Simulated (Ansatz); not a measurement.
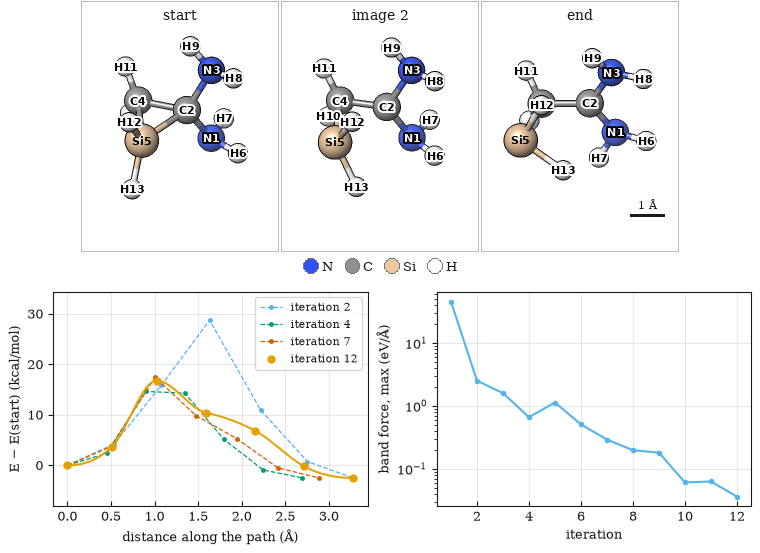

NEB run on C$_{2}$H$_{8}$N$_{2}$Si. Images are numbered from 0 (start) to 6 (end). The plot follows the band through its iterations. The picture is a ball-and-stick view, seen at a tilt.

Computed with Ansatz 0.2.0, RKS BHLYP-D4/6-31G*.

Input file:
```yaml
crystal:
  periodic: [false, false, false]
  atoms:
    - { symbol: "N", position_ang: [-1.107974, 1.141056, -0.436272] }
    - { symbol: C, position_ang: [-0.326087, 0.027003, 0.013829] }
    - { symbol: "N", position_ang: [-1.095932, -1.102563, 0.48323] }
    - { symbol: C, position_ang: [0.795002, -0.330211, -0.965368] }
    - { symbol: Si, position_ang: [1.401705, 0.476658, 0.598905] }
    - { symbol: H, position_ang: [-1.597903, 1.566241, 0.334962] }
    - { symbol: H, position_ang: [-1.809343, 0.805381, -1.084877] }
    - { symbol: H, position_ang: [-1.406838, -0.963415, 1.432359] }
    - { symbol: H, position_ang: [-0.558241, -1.954107, 0.467773] }
    - { symbol: H, position_ang: [0.786248, 0.234338, -1.885422] }
    - { symbol: H, position_ang: [0.980532, -1.385413, -1.116658] }
    - { symbol: H, position_ang: [2.049417, -0.403925, 1.584708] }
    - { symbol: H, position_ang: [1.909714, 1.854256, 0.587633] }
basis:
  gaussian: { orbitals: "6-31G*" }
hamiltonian:
  xc: { name: BHLYP }
  dispersion: d4
neb:
  order_check: false
  images: 5
  f_tol: 0.05
  max_iterations: 60
  initial_path: linear
  final_atoms:
    - { symbol: "N", position_ang: [-1.35886186, 0.86670938, -0.47429041] }
    - { symbol: C, position_ang: [-0.52562173, -0.16022469, -0.23994821] }
    - { symbol: "N", position_ang: [-0.89652601, -1.0581515, 0.68946214] }
    - { symbol: C, position_ang: [0.6721479, -0.31764853, -0.98359302] }
    - { symbol: Si, position_ang: [2.13965482, 0.4699838, 0.2559452] }
    - { symbol: H, position_ang: [-1.96101616, 1.19064342, 0.25853973] }
    - { symbol: H, position_ang: [-1.02265381, 1.58767456, -1.08211528] }
    - { symbol: H, position_ang: [-1.56291108, -0.78408604, 1.38616651] }
    - { symbol: H, position_ang: [-0.15250736, -1.63018121, 1.04389263] }
    - { symbol: H, position_ang: [0.6763028, 0.23417618, -1.91374108] }
    - { symbol: H, position_ang: [0.96057646, -1.34877231, -1.13452478] }
    - { symbol: H, position_ang: [1.85671277, -0.58121328, 1.33131766] }
    - { symbol: H, position_ang: [1.19500326, 1.49638922, 0.87769091] }
```

Launched with:
```bash
ansatz run input.yaml --threads 2 --pin off --max-ram 3072MiB --backend cpu --events-out ev --progress --plain --runs-dir out
```

Judge this run.

Answer. The run is converged, with reservations. The band converged in 12 iterations. The largest component of the band force went from 46 to 0.036 eV/Å. The climbing image converged on the top of the path. Its curvatures weren't checked. The straight starting path can push atoms close together and costs iterations. The first iteration put the highest image at 166.7 kcal/mol. The highest point, image 2, lies 16.8 kcal/mol above the start and 19.3 kcal/mol above the end; the end is at −2.5 kcal/mol relative to the start.

Cost: 3 min on 2 threads of Arm Neoverse V2, with other jobs on the host, peak memory 0.2 GiB.
